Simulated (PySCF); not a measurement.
## Electronic structure of C2H11F2PSi3 in real space

```xyz
19

F    -3.0344   -1.0063   -0.6376
C    -2.7410   -0.1522    0.3852
F    -2.6014   -0.9349    1.4939
Si   -1.1129    0.8268    0.0119
C     0.3424   -0.3723    0.1705
Si    0.0674   -2.0746   -0.6755
Si    1.9604    0.4538   -0.4054
P     2.0106    2.5382    0.4081
H    -3.6356    0.4628    0.5459
H    -1.1055    1.9067    1.0052
H    -1.3120    1.3382   -1.3461
H     0.4571   -0.5865    1.2382
H     1.3261   -2.8222   -0.5831
H    -0.9729   -2.8186    0.0250
H    -0.2729   -1.8482   -2.0790
H     1.9969    0.6021   -1.8641
H     3.1123   -0.3613    0.0093
H     3.3760    2.6952    0.2747
H     2.1295    2.1625    1.7332
```

Geometry: GFN2-xTB.

Theory: PySCF 2.14.0, PBE0/pcSseg-1, SCF density, gas phase, non-relativistic.

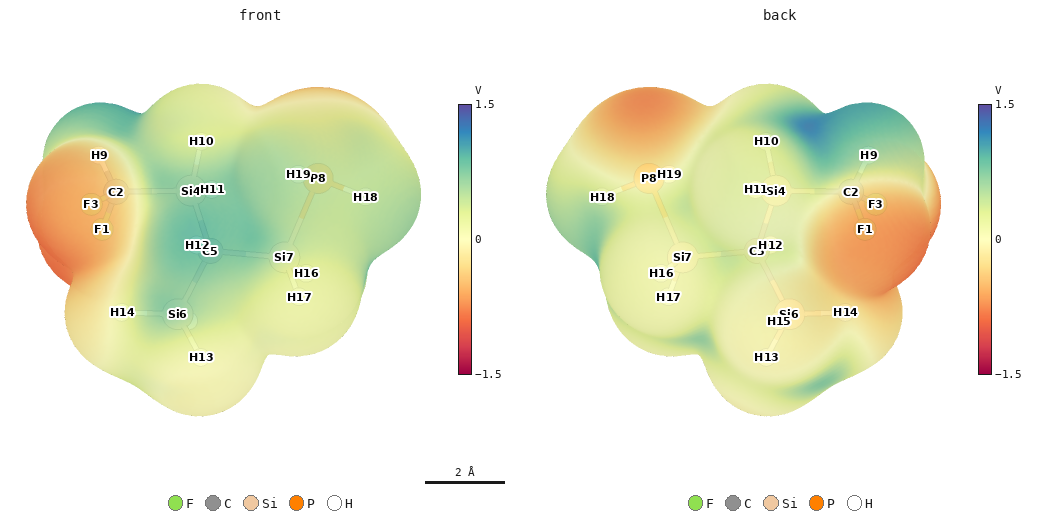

Figure 1. The molecular electrostatic potential painted on the density surface at 0.001 e/bohr³, seen from the front and from behind; the colour scale runs from red (negative) to blue (positive).

Question: Where is the surface potential most negative and most positive?

Answer: The most negative region (about −0.9 V) lies over F1 and F3, the most positive (about +1.1 V) over Si4 and H9.

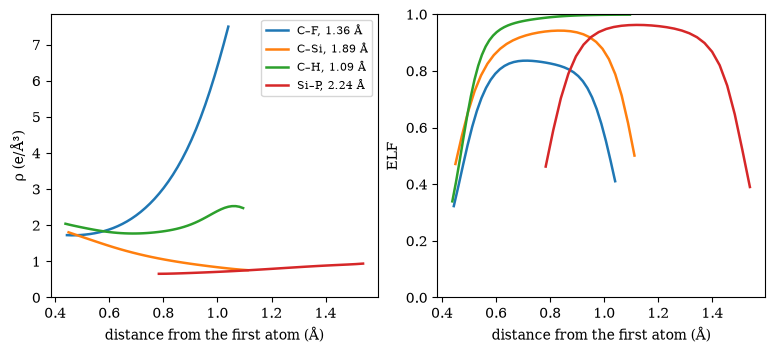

Figure 2. Electron density and electron localisation function along straight lines between neighbouring atoms. The curves leave out the atomic cores.

Question: What kind of bonding do the profiles show?

Answer: C–F (1.36 Å): the density is about 2.2 e/Å³ at the midpoint, with its minimum of 1.7 e/Å³ about 0.5 Å from C; the ELF peaks at about 0.85 between the atoms: a shared but strongly polarised pair.
C–Si (1.89 Å): ρ at the midpoint is about 0.89 e/Å³; the ELF peaks at about 0.95 between the atoms: a shared electron pair.
C–H (1.09 Å): ρ at the midpoint is about 1.9 e/Å³; the ELF climbs to about 1 towards the hydrogen, as it does in any bond to H: a covalent bond by its length.
Si–P (2.24 Å): ρ at the midpoint is about 0.76 e/Å³; the ELF peaks at about 0.95 between the atoms, as expected for a covalent bond.
